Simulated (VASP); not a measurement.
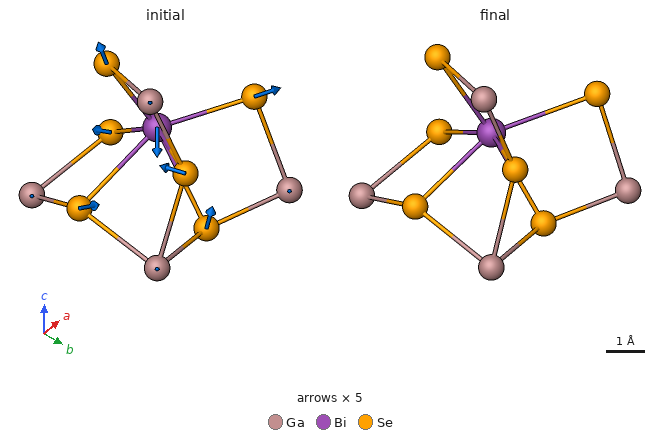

The structure of solid GaBiSe$_{3}$ (a generated structure, set up in R3c) before (left) and after (right) a relaxation, at one scale. The blue arrows give the displacements (the part carried along by the change of the cell is left out), magnified 5 times.

Style: ball-and-stick. Shown: the atoms within 4.2 Å of the atom that moves most (axes of the conventional cell (3 times the calculation's cell)), from a free direction. Lengths and directions refer to the drawn axes.

The run lets cell and atoms move.

Theory: Kohn-Sham DFT of a periodic cell, PBE, VASP PAW PBE potentials, recommended in VASP.

The input:
```
PREC = Normal
ENCUT = 520
EDIFF = 1E-4
ISMEAR = 0
SIGMA = 0.15
LREAL = Auto
LASPH = True
NELM = 60
ALGO = Fast
ISIF = 3
LWAVE = False
LCHARG = False
GGA = PE
IBRION = 2
NSW = 24
EDIFFG = -0.08
```

Command:
```bash
cat potpaw_PBE.64/Ga_d/POTCAR potpaw_PBE.64/Bi_d/POTCAR potpaw_PBE.64/Se/POTCAR > POTCAR
mpirun -np 1 vasp_std > vasp.out
```

Summarise the run.

The largest moves relative to the cell, 0.18 Å, are those of Bi atoms. Largest moves by element: Bi 0.18 Å, Se 0.16 Å, Ga 0.02 Å. The volume changes by +6.5 %, with a = b 6.900 → 7.129 Å (+3.3 %), c 18.600 → 18.554 Å (−0.2 %). Some distances before and after: Bi–Se 2.746 → 3.048 Å, Bi–Se 3.058 → 2.867 Å, Ga–Se 2.832 → 2.875 Å, Ga–Se 2.532 → 2.543 Å. Bond angles that change, for instance: Se–Bi–Se 73.1° → 78.1°, Se–Bi–Se 151.5° → 156.3°, Se–Ga–Se 166.3° → 162.4°. The space group stays R3c (No. 161). Over 13 geometry steps the energy falls by 70.2 meV per atom. The largest force component goes from 1.1 to 0.029 eV/Å. Pressure: 3.43 GPa at the start and −0.18 GPa at the end. It ran on 1 thread of Intel(R) Xeon(R) Platinum 8488C (Sapphire Rapids), on a shared host.
